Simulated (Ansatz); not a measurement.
# F on Ru(0001): change of the work function

Wanted: Δφ(θ) for F/Ru(0001), starting from the fcc site.

Program: Ansatz 0.2.0. Level of theory: plane-wave DFT, PBE, Ansatz PAW. Results are calculated unless marked as measured.

## (1) The structure

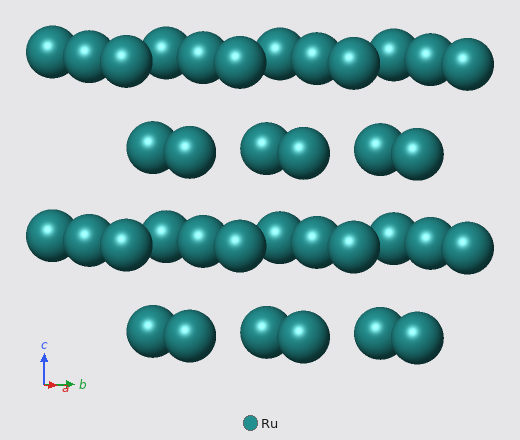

The cell as given, from the side, with the c axis up (ruthenium teal). 2×3×1 cells are drawn. Some periodic images of atoms are drawn too.

The cell holds 4 atoms: 4 Ru. Cell: a = 2.700 Å, b = 2.700 Å, c = 24.415 Å, α = 90.0°, β = 90.0°, γ = 60.0°. Vacuum lies along c.

As a file:

```cif
data_structure
_symmetry_space_group_name_H-M 'P 1'
_symmetry_Int_Tables_number 1
_cell_length_a 2.7000
_cell_length_b 2.7000
_cell_length_c 24.4152
_cell_angle_alpha 90.000
_cell_angle_beta 90.000
_cell_angle_gamma 60.000
_cell_volume 154.14
loop_
_atom_site_label
_atom_site_type_symbol
_atom_site_fract_x
_atom_site_fract_y
_atom_site_fract_z
_atom_site_occupancy
Ru1 Ru 0.66667 0.66667 0.36862 1
Ru2 Ru 0.00000 0.00000 0.45621 1
Ru3 Ru 0.66667 0.66667 0.54379 1
Ru4 Ru 0.00000 0.00000 0.63138 1
```

## (2) The clean slab

The bare slab comes first, as the zero from which every change is counted. The two lowest layers are held at bulk places and the upper ones relax. The dipole correction removes the false field that a one-sided slab makes across the periodic vacuum, so each face gets a flat vacuum level of its own.

File input.yaml:

```yaml
crystal:
  lattice:
    - [2.7, 0.0, 0.0]
    - [1.35, 2.3382685902, 0.0]
    - [0.0, 0.0, 24.4152]
  atoms:
    - { symbol: Ru, position: [0.6666666667, 0.6666666667, 0.3686228251] }
    - { symbol: Ru, position: [0.0, 0.0, 0.4562076084] }
    - { symbol: Ru, position: [0.6666666667, 0.6666666667, 0.5437923916] }
    - { symbol: Ru, position: [0.0, 0.0, 0.6313771749] }
kpoints:
  mp_grid: { grid: [12, 12, 1] }
hamiltonian:
  xc: pbe
scf:
  occupations: { method: fermi_dirac, width: 0.1 }
  convergence: { dr2_threshold: 1.0e-08 }
efield:
  axis: 3
  dipole_correction: true
  ramp_position: 0.97
  ramp_width: 0.06
relax:
  f_tol: 0.02
  max_steps: 60
  constraints: [{ sites: [0, 1] }]
output:
  write_potential: true
  write_density: true
  volumetric_format: npy
```

On the command line:

```console
$ ansatz run input.yaml --threads 4 --pin off --max-ram 6144MiB --backend cpu --events-out ev --progress --plain --runs-dir out
```

Numbers of over 12 decimals in the logs are rounded to 6 here.

What it wrote:

```text
Engine: ansatz 0.2.0, x86_64-unknown-linux-gnu
Pseudopotentials: kind: paw
Pseudopotential: Ru, paw, valence charge 16, recommended cutoff 420 eV (normal), Ru.paw.azcp
Functional definition: PBE
  parameter kappa = 0.804
  parameter beta = 0.066725
  exchange = pbe_x(kappa = kappa, mu = beta*pi^2/3)
  correlation = pbe_c(beta = beta)
Crystal: 4 atoms, lattice volume = 154.141 Å³
Basis set: ecut = 420 eV, 3063 PW (Γ), exchange–correlation on 40×40×360 points (8 copies of the dense FFT grid, shifted against one another)
Bands: 39, of which v1, the nominal top of the filled ones, is band 32 counted from 1 (31 counted from 0)
Symmetry: 6 space group operations
k-points: 19 of 144 (time reversal used)
Non-local potential: Ru, projectors of the file, l = 0: 3, l = 1: 2, l = 2: 2, l = 3: 1
PAW form: soft (Blöchl's): semilocal exchange-correlation on the pseudo side does not see the compensation charge
PAW one-centre angular grid: Ru, 590 points (default); XC on 64 Gauss nodes
Initial density: superposition of atomic densities (neutral atoms: chi_scale 0, normalization atom), corrected by the library's trained network
Initial wavefunctions: pseudopotential atomic-orbital guess
Functional: x = pbe(κ = 0.804, μ = 0.219515), c = pbe(β = 0.066725)
SCF iter   1: F=—  HF=-23512.726011 eV  |F-HF|=—  |Δ(HF+E_count)|=         —  Δρ=8.02e-3  dr2=4.20e-1  ethr=1.77e-3  p=0.000 e·Å  D=2.58e-13 V/Å  ΔV_dip=-0.00 eV  dr2_dipole=4.17e-8  V_vac-E_F(+/−)=4.75/4.75 eV  ⟨swp⟩=7.4  Hψ=3258  notcnv=0
efield: sawtooth ramp at fractional position 0.9700 (set: `efield.ramp_position`, or a place that a band, a saddle search or an elastic batch's reference lends), width 0.0600; the density the first Hamiltonian is built on has a dipole p = 0.000 e·Å; the dipole correction subtracts the counter field D = 2.58e-13 V/Å, which shifts the + side's vacuum level by -0.00 eV against the − side's; the planar-averaged density in the ramp window peaks in size at 5.1e-6 e/Å³
preconditioner: auto → LDOS  [metal: Δε(μ)=0.040 eV  Ē_g=4.722 eV  σ=0.100 eV  W_gap=0.10  n_scr=18 (ndim 8)  ℏωp=16.9 eV  f_vac=0.584  D(μ)=4.50/eV (n_scr^D=16)  β→1.0]
SCF iter   2: F=—  HF=-23512.720746 eV  |F-HF|=—  |Δ(HF+E_count)|=   5.27e-3  Δρ=3.31e-3  dr2=3.80e-2  ethr=6.57e-4  p=-0.000 e·Å  D=-1.91e-5 V/Å  ΔV_dip=0.00 eV  dr2_dipole=4.73e-7  V_vac-E_F(+/−)=5.00/5.00 eV  ⟨swp⟩=1.5  Hψ=919  notcnv=0
SCF iter   3: F=—  HF=-23512.717886 eV  |F-HF|=—  |Δ(HF+E_count)|=   2.86e-3  Δρ=6.79e-4  dr2=8.55e-4  ethr=5.94e-5  p=-0.000 e·Å  D=-7.46e-6 V/Å  ΔV_dip=0.00 eV  dr2_dipole=3.13e-7  V_vac-E_F(+/−)=5.05/5.05 eV  ⟨swp⟩=2.0  Hψ=932  notcnv=0
SCF iter   4: F=—  HF=-23512.717815 eV  |F-HF|=—  |Δ(HF+E_count)|=   7.10e-5  Δρ=1.58e-4  dr2=1.09e-4  ethr=1.34e-6  p=-0.000 e·Å  D=-6.72e-6 V/Å  ΔV_dip=0.00 eV  dr2_dipole=3.71e-8  V_vac-E_F(+/−)=5.07/5.07 eV  ⟨swp⟩=2.1  Hψ=1171  notcnv=0
SCF iter   5: F=—  HF=-23512.717808 eV  |F-HF|=—  |Δ(HF+E_count)|=   7.47e-6  Δρ=5.25e-5  dr2=8.28e-6  ethr=1.71e-7  p=0.000 e·Å  D=1.08e-6 V/Å  ΔV_dip=-0.00 eV  dr2_dipole=6.50e-10  V_vac-E_F(+/−)=5.08/5.08 eV  ⟨swp⟩=2.2  Hψ=1114  notcnv=0
SCF iter   6: F=—  HF=-23512.717808 eV  |F-HF|=—  |Δ(HF+E_count)|=   3.01e-7  Δρ=2.85e-5  dr2=1.76e-6  ethr=1.29e-8  p=-0.000 e·Å  D=-2.98e-6 V/Å  ΔV_dip=0.00 eV  dr2_dipole=7.31e-12  V_vac-E_F(+/−)=5.09/5.09 eV  ⟨swp⟩=3.0  Hψ=1434  notcnv=0
SCF iter   7: F=—  HF=-23512.717807 eV  |F-HF|=—  |Δ(HF+E_count)|=   1.27e-7  Δρ=8.99e-6  dr2=2.28e-7  ethr=2.75e-9  p=0.000 e·Å  D=5.65e-8 V/Å  ΔV_dip=-0.00 eV  dr2_dipole=5.18e-11  V_vac-E_F(+/−)=5.09/5.09 eV  ⟨swp⟩=2.5  Hψ=1219  notcnv=0
SCF iter   8: F=—  HF=-23512.717808 eV  |F-HF|=—  |Δ(HF+E_count)|=   1.93e-7  Δρ=3.54e-6  dr2=2.81e-8  ethr=3.56e-10  p=-0.000 e·Å  D=-1.06e-7 V/Å  ΔV_dip=0.00 eV  dr2_dipole=2.81e-14  V_vac-E_F(+/−)=5.09/5.09 eV  ⟨swp⟩=2.8  Hψ=1346  notcnv=0
SCF iter   9: F=-23512.717808 eV  HF=-23512.717808 eV  |F-HF|=1.72e-9  |Δ(HF+E_count)|=   2.23e-8  Δρ=1.12e-6  dr2=1.93e-9  ethr=1.56e-11  p=-0.000 e·Å  D=-1.46e-7 V/Å  ΔV_dip=0.00 eV  dr2_dipole=2.35e-13  V_vac-E_F(+/−)=5.09/5.09 eV  ⟨swp⟩=10.6  Hψ=5528  notcnv=0
SCF 1 converged in 9 iterations: F = -23512.717808 eV  dr2 = 1.93e-9
  greatest PAW one-centre occupation: 0.998 electrons in one spin orbital (limit 2), on the Ru atom at site 3 (counted from 0), in its partial waves of l = 0
relax step   1: F+E_penalty+E_count = -23512.71780769 eV  Δ(F+E_penalty+E_count) = +0.000e0 eV  max|allowed force component| = 5.365e-1 eV/Å  Δτ_max = 0.0000 Å  (9 SCF iters, accepted)
Initial density: handed on by an earlier stage of this run
Initial wavefunctions: those handed on with the density
iter 1 solved again at ethr=2.79e-4 eV; its pass at ethr=3.10e-3 eV (dr2=1.79e-1 eV) is discarded
SCF iter   1: F=—  HF=-23512.732683 eV  |F-HF|=—  |Δ(HF+E_count)|=         —  Δρ=4.18e-3  dr2=1.61e-1  ethr=2.79e-4  p=-0.000 e·Å  D=-3.66e-8 V/Å  ΔV_dip=0.00 eV  dr2_dipole=5.05e-2  V_vac-E_F(+/−)=5.08/5.08 eV  ⟨swp⟩=1.4  Hψ=2246  notcnv=0
efield: sawtooth ramp at fractional position 0.9700 (set: `efield.ramp_position`, or a place that a band, a saddle search or an elastic batch's reference lends), width 0.0600; the density the first Hamiltonian is built on has a dipole p = -0.000 e·Å; the dipole correction subtracts the counter field D = -3.66e-8 V/Å, which shifts the + side's vacuum level by +0.00 eV against the − side's; the planar-averaged density in the ramp window peaks in size at 1.2e-6 e/Å³
preconditioner: auto → LDOS  [metal: Δε(μ)=0.011 eV  Ē_g=4.777 eV  σ=0.100 eV  W_gap=0.03  n_scr=18 (ndim 8)  ℏωp=16.9 eV  f_vac=0.589  D(μ)=4.80/eV (n_scr^D=18)  β→1.0]
SCF iter   2: F=—  HF=-23512.729636 eV  |F-HF|=—  |Δ(HF+E_count)|=   3.05e-3  Δρ=1.47e-3  dr2=8.73e-3  ethr=2.51e-4  p=0.001 e·Å  D=1.54e-3 V/Å  ΔV_dip=-0.04 eV  dr2_dipole=1.08e-3  V_vac-E_F(+/−)=5.04/5.07 eV  ⟨swp⟩=1.8  Hψ=865  notcnv=0
SCF iter   3: F=—  HF=-23512.729689 eV  |F-HF|=—  |Δ(HF+E_count)|=   5.33e-5  Δρ=1.46e-3  dr2=8.06e-3  ethr=1.36e-5  p=0.002 e·Å  D=1.78e-3 V/Å  ΔV_dip=-0.04 eV  dr2_dipole=1.74e-4  V_vac-E_F(+/−)=5.04/5.08 eV  ⟨swp⟩=2.9  Hψ=1565  notcnv=0
SCF iter   4: F=—  HF=-23512.727756 eV  |F-HF|=—  |Δ(HF+E_count)|=   1.93e-3  Δρ=1.69e-4  dr2=7.46e-5  ethr=1.26e-5  p=0.001 e·Å  D=1.75e-3 V/Å  ΔV_dip=-0.04 eV  dr2_dipole=2.30e-6  V_vac-E_F(+/−)=5.03/5.07 eV  ⟨swp⟩=2.4  Hψ=1137  notcnv=0
SCF iter   5: F=—  HF=-23512.727755 eV  |F-HF|=—  |Δ(HF+E_count)|=   6.26e-7  Δρ=6.38e-5  dr2=1.06e-5  ethr=1.17e-7  p=0.001 e·Å  D=1.73e-3 V/Å  ΔV_dip=-0.04 eV  dr2_dipole=2.01e-7  V_vac-E_F(+/−)=5.03/5.07 eV  ⟨swp⟩=3.2  Hψ=1576  notcnv=0
SCF iter   6: F=—  HF=-23512.727761 eV  |F-HF|=—  |Δ(HF+E_count)|=   5.62e-6  Δρ=2.64e-5  dr2=1.29e-6  ethr=1.66e-8  p=0.001 e·Å  D=1.75e-3 V/Å  ΔV_dip=-0.04 eV  dr2_dipole=6.08e-9  V_vac-E_F(+/−)=5.03/5.07 eV  ⟨swp⟩=2.3  Hψ=1094  notcnv=0
SCF iter   7: F=—  HF=-23512.727764 eV  |F-HF|=—  |Δ(HF+E_count)|=   3.02e-6  Δρ=6.73e-6  dr2=1.29e-7  ethr=2.01e-9  p=0.002 e·Å  D=1.77e-3 V/Å  ΔV_dip=-0.04 eV  dr2_dipole=1.81e-8  V_vac-E_F(+/−)=5.03/5.07 eV  ⟨swp⟩=3.2  Hψ=1452  notcnv=0
SCF iter   8: F=—  HF=-23512.727764 eV  |F-HF|=—  |Δ(HF+E_count)|=   1.54e-7  Δρ=2.57e-6  dr2=1.72e-8  ethr=2.01e-10  p=0.002 e·Å  D=1.76e-3 V/Å  ΔV_dip=-0.04 eV  dr2_dipole=4.95e-11  V_vac-E_F(+/−)=5.03/5.07 eV  ⟨swp⟩=2.6  Hψ=1285  notcnv=0
SCF iter   9: F=-23512.727764 eV  HF=-23512.727764 eV  |F-HF|=1.11e-8  |Δ(HF+E_count)|=   8.53e-8  Δρ=8.42e-7  dr2=1.46e-9  ethr=1.56e-11  p=0.002 e·Å  D=1.77e-3 V/Å  ΔV_dip=-0.04 eV  dr2_dipole=8.89e-11  V_vac-E_F(+/−)=5.03/5.07 eV  ⟨swp⟩=10.8  Hψ=5453  notcnv=0
SCF 2 converged in 9 iterations: F = -23512.727764 eV  dr2 = 1.46e-9
relax step   2: F+E_penalty+E_count = -23512.72776401 eV  Δ(F+E_penalty+E_count) = -9.956e-3 eV  max|allowed force component| = 2.640e-1 eV/Å  Δτ_max = 0.0631 Å  (9 SCF iters, accepted)
SCF iter   1: F=—  HF=-23512.732130 eV  |F-HF|=—  |Δ(HF+E_count)|=         —  Δρ=2.15e-3  dr2=4.13e-2  ethr=5.39e-4  p=0.002 e·Å  D=1.77e-3 V/Å  ΔV_dip=-0.04 eV  dr2_dipole=1.13e-2  V_vac-E_F(+/−)=5.03/5.08 eV  ⟨swp⟩=2.5  Hψ=1222  notcnv=0
efield: sawtooth ramp at fractional position 0.9700 (set: `efield.ramp_position`, or a place that a band, a saddle search or an elastic batch's reference lends), width 0.0600; the density the first Hamiltonian is built on has a dipole p = 0.002 e·Å; the dipole correction subtracts the counter field D = 1.77e-3 V/Å, which shifts the + side's vacuum level by -0.04 eV against the − side's; the planar-averaged density in the ramp window peaks in size at 1.5e-6 e/Å³
preconditioner: auto → LDOS  [metal: Δε(μ)=0.014 eV  Ē_g=4.748 eV  σ=0.100 eV  W_gap=0.03  n_scr=18 (ndim 8)  ℏωp=16.9 eV  f_vac=0.586  D(μ)=4.73/eV (n_scr^D=18)  β→1.0]
SCF iter   2: F=—  HF=-23512.731430 eV  |F-HF|=—  |Δ(HF+E_count)|=   6.99e-4  Δρ=7.28e-4  dr2=2.45e-3  ethr=6.45e-5  p=0.001 e·Å  D=1.56e-3 V/Å  ΔV_dip=-0.04 eV  dr2_dipole=5.81e-4  V_vac-E_F(+/−)=5.04/5.08 eV  ⟨swp⟩=1.3  Hψ=911  notcnv=0
SCF iter   3: F=—  HF=-23512.731344 eV  |F-HF|=—  |Δ(HF+E_count)|=   8.59e-5  Δρ=6.75e-4  dr2=1.60e-3  ethr=3.83e-6  p=0.001 e·Å  D=1.09e-3 V/Å  ΔV_dip=-0.03 eV  dr2_dipole=1.21e-4  V_vac-E_F(+/−)=5.05/5.07 eV  ⟨swp⟩=3.1  Hψ=1548  notcnv=0
SCF iter   4: F=—  HF=-23512.731022 eV  |F-HF|=—  |Δ(HF+E_count)|=   3.22e-4  Δρ=9.48e-5  dr2=2.67e-5  ethr=2.50e-6  p=0.001 e·Å  D=1.20e-3 V/Å  ΔV_dip=-0.03 eV  dr2_dipole=7.93e-8  V_vac-E_F(+/−)=5.05/5.07 eV  ⟨swp⟩=2.0  Hψ=1076  notcnv=0
SCF iter   5: F=—  HF=-23512.731024 eV  |F-HF|=—  |Δ(HF+E_count)|=   1.77e-6  Δρ=2.91e-5  dr2=1.95e-6  ethr=4.16e-8  p=0.001 e·Å  D=1.21e-3 V/Å  ΔV_dip=-0.03 eV  dr2_dipole=2.54e-7  V_vac-E_F(+/−)=5.04/5.07 eV  ⟨swp⟩=3.1  Hψ=1467  notcnv=0
SCF iter   6: F=—  HF=-23512.731025 eV  |F-HF|=—  |Δ(HF+E_count)|=   1.14e-6  Δρ=1.06e-5  dr2=2.21e-7  ethr=3.05e-9  p=0.001 e·Å  D=1.21e-3 V/Å  ΔV_dip=-0.03 eV  dr2_dipole=2.06e-9  V_vac-E_F(+/−)=5.05/5.07 eV  ⟨swp⟩=2.2  Hψ=1109  notcnv=0
SCF iter   7: F=—  HF=-23512.731026 eV  |F-HF|=—  |Δ(HF+E_count)|=   3.04e-7  Δρ=3.59e-6  dr2=4.52e-8  ethr=3.45e-10  p=0.001 e·Å  D=1.20e-3 V/Å  ΔV_dip=-0.03 eV  dr2_dipole=5.36e-9  V_vac-E_F(+/−)=5.05/5.07 eV  ⟨swp⟩=2.9  Hψ=1352  notcnv=0
SCF iter   8: F=-23512.731026 eV  HF=-23512.731026 eV  |F-HF|=2.11e-8  |Δ(HF+E_count)|=   4.05e-8  Δρ=1.12e-6  dr2=4.98e-9  ethr=1.56e-11  p=0.001 e·Å  D=1.20e-3 V/Å  ΔV_dip=-0.03 eV  dr2_dipole=1.52e-10  V_vac-E_F(+/−)=5.05/5.08 eV  ⟨swp⟩=10.8  Hψ=5677  notcnv=0
SCF 3 converged in 8 iterations: F = -23512.731026 eV  dr2 = 4.98e-9
relax step   3: F+E_penalty+E_count = -23512.73102571 eV  Δ(F+E_penalty+E_count) = -3.262e-3 eV  max|allowed force component| = 1.726e-2 eV/Å  Δτ_max = 0.0292 Å  (8 SCF iters, accepted)
NSCF: frozen V_eff on 19 k-points
the band table was solved once a step of the walk had ended and its energy, with any forces and stress, was formed, with the checks that follow a solve (3205 applications of the Hamiltonian). They found nothing against the state; the energy, forces and stress were not computed again (output.eigenvalues in the input reference)
WARN: The input density's exchange-correlation potential varies sharply where the density is thin. Do not read a vacuum level from v_tot or v_xc, or from such a field of the output density. On a cell that repeats whose density bears no net charge and no dipole along the vacuum's axis use v_es (v_loc + v_h of the components); under efield.dipole_correction with no amplitude use v_es + v_field, which holds any external [...]
SCF converged after 8 iterations
Free energy (F): -23512.731026 eV
Harris-Foulkes:  -23512.731026 eV  (|F-HF|=2.11e-8)
Internal energy: -23512.573717 eV  (E = F + TS)
E sigma→0 (E₀):  -23512.652371 eV
Entropy (-TS):   -0.157309 eV (-39.327 meV/atom)
Fermi energy:    5.070093 eV
Dipole field:    D = 0.001219 V/Å  (p = 0.001038 e·Å, saw-weighted, corrected)
Work function:   Φ+ = 5.0457 eV   Φ− = 5.0754 eV
Levels:          The Fermi level and band energies are counted from a zero that moves with the ramp; work functions are not
--- Per-component energies (eV) ---
  E_band       = -1382.396253
  E_kinetic    = 2053.424204
  E_local      = -108450.119532  (includes V_loc(G=0)·N_el)
  E_nonlocal   = 1374.134434
  E_hartree    = 52740.331188
  E_xc         = -759.224491
  E_vxc        = -952.769082  (∫ρ·V_xc dr)
  E_paw        = -13843.557208  (= ΣΔE_a)
  E_vpaw       = -887.740781  (= ΣTr[D̂ρ^β])
  E_aug_tail   = -0.000773  (compensation charges beyond the density's cutoff)
  E_efield     = 0.000001  (sawtooth field / dipole correction)
  E_vefield    = 0.000284  (∫n·V_field dr)
  E_ewald      = 43372.438460
  E_smearing   = -0.157309  (= −TS)
  E_closure    = -0.000000  (closes the sum)
  Σ components = -23512.731026   (vs F -23512.731026, Δ=0.00e0)
--- Forces (eV/Å), atoms counted from 1 ---
  atom   1  Ru     0.00000000     0.00000000     0.47191094
  atom   2  Ru    -0.00000000     0.00000000    -0.45864799
  atom   3  Ru    -0.00000000    -0.00000000    -0.01725959
  atom   4  Ru    -0.00000000    -0.00000000     0.00398361
  max |Σ_I F_I| component: 1.30e-5 eV/Å
--- Band table (eV; the first three rows and the last of 19) ---
  k-point 0: bands = [... 28 lower, 3.1032, 3.1032, 3.3035, 4.2564, 4.2564, 5.1708, 5.2356, 5.2356, ... 3 higher]
  k-point 1: bands = [... 28 lower, 3.1352, 3.2707, 3.3655, 4.0857, 4.2001, 4.6895, 4.9614, 5.1771, ... 3 higher]
  k-point 2: bands = [... 28 lower, 3.2004, 3.4733, 3.6256, 3.7607, 4.0789, 4.3168, 4.8058, 5.0858, ... 3 higher]
  k-point 18: bands = [... 28 lower, 3.0217, 3.8651, 4.4540, 5.7029, 5.7380, 5.7613, 6.1990, 6.2368, ... 3 higher]
--- Relaxed structure (3 steps of the walk, 3 accepted, 0 SCFs on fresh bases) ---
  F+E_penalty+E_count = -23512.73102571 eV   max|allowed force component| = 1.726e-2 eV/Å
  atoms:
    - { symbol: Ru, position: [0.666667, 0.666667, 0.3686228251] }
    - { symbol: Ru, position: [0.0, 0.0, 0.456208] }
    - { symbol: Ru, position: [0.666667, 0.666667, 0.544587] }
    - { symbol: Ru, position: [-1.3936483305723032e-18, 0, 0.629989] }
```

Wall time 5.2 s (4 threads of Intel Xeon Platinum 8488C (Sapphire Rapids), shared host); peak memory 0.61 GiB; 20 s of CPU time.

The steps of the relaxation:

```tsv
step	energy less that of the first step (eV)	largest force component (eV/Å)
1	0.0000	0.5365
2	-0.0100	0.2640
3	-0.0132	0.0173
```

Forces are held to the 6 operations that the run works with; a distortion that breaks them can't arise in this run.

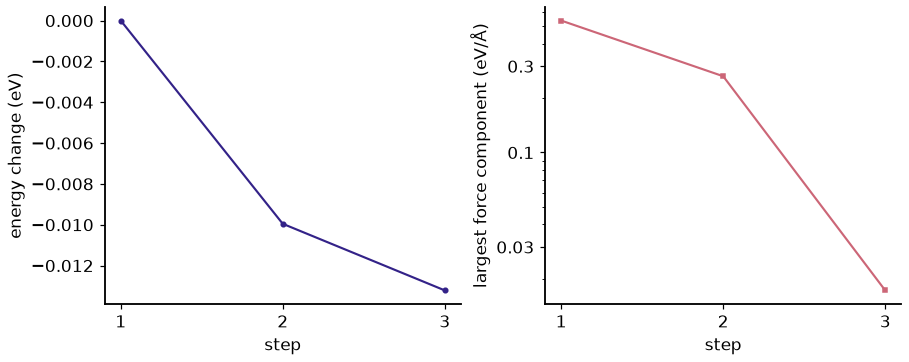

Energy and largest force along the relaxation.

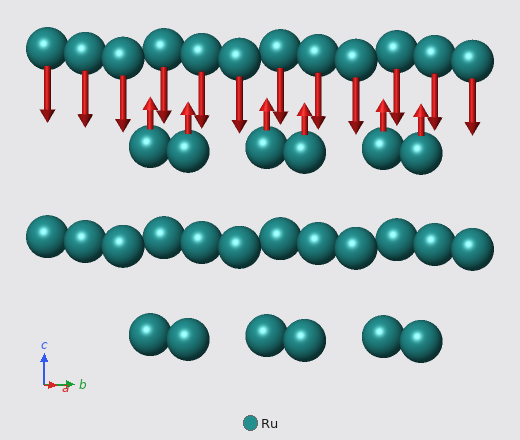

Displacements in the relaxation, exaggerated; the longest in the cell stands for 0.03 Å. 2×3×1 cells are drawn. Some periodic images of atoms are drawn too.

The atoms that moved most (Å):

```tsv
atom	dx	dy	dz	length
Ru4	0.000	0.000	-0.034	0.034
Ru3	0.000	0.000	0.019	0.019
```

The relaxed structure:

```xyz
4
Lattice="2.7000 0.0000 0.0000 1.3500 2.3383 0.0000 0.0000 0.0000 24.4152" Properties=species:S:1:pos:R:3
Ru    2.7000    1.5588    9.0000
Ru    0.0000    0.0000   11.1384
Ru    2.7000    1.5588   13.2962
Ru    0.0000    0.0000   15.3813
```

This step gave:

- energy at zero smearing: -23512.6524 eV
- work function, upper face: 5.046 eV
- work function, lower face: 5.075 eV
- dipole along the normal: 0.001038 e·Å
- step between the vacuum levels: -0.02976 eV

Running mean over 2.138 Å of the planar mean; the ramp of the sawtooth is left out. The electron's electrostatic potential energy less the Fermi level by z:

```tsv
z (Å)	electron's electrostatic potential energy less the Fermi level (eV)
3	5.08
4	5.07
5	5.07
6	4.98
7	3.94
8	-6.27
9	-14.2
10	-14.6
11	-14.8
12	-14.6
13	-14.9
14	-15.4
15	-14.8
16	-11.4
17	1.85
18	4.81
19	5.03
20	5.04
21	5.05
```

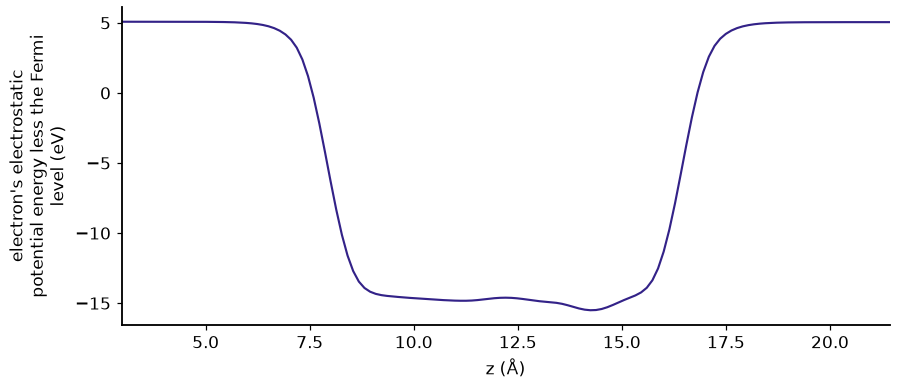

Electron's electrostatic potential energy less the Fermi level, plotted against z.

The relaxation took 3 steps and lowered the energy by 0.013 eV; the largest force on the free atoms ends at 0.017 eV/Å.

The work function of the upper face is 5.05 eV.

(Continued in part 2 of 3.)

[Logs are printed without paths, hosts, clocks, repeated set-up lines and the standing remarks that a program may print on its own settings, such as how far it seeks lower states.]

[Hosts, paths, dates, database ids (printed as entryN), source tags and the programs' standing remarks are cut or masked in the printed files.]

[Maps of the electrostatic potential energy from Ansatz leave out the sawtooth potential of an applied field or a dipole correction, so their vacuum need not be flat; planar profiles and work functions include it.]
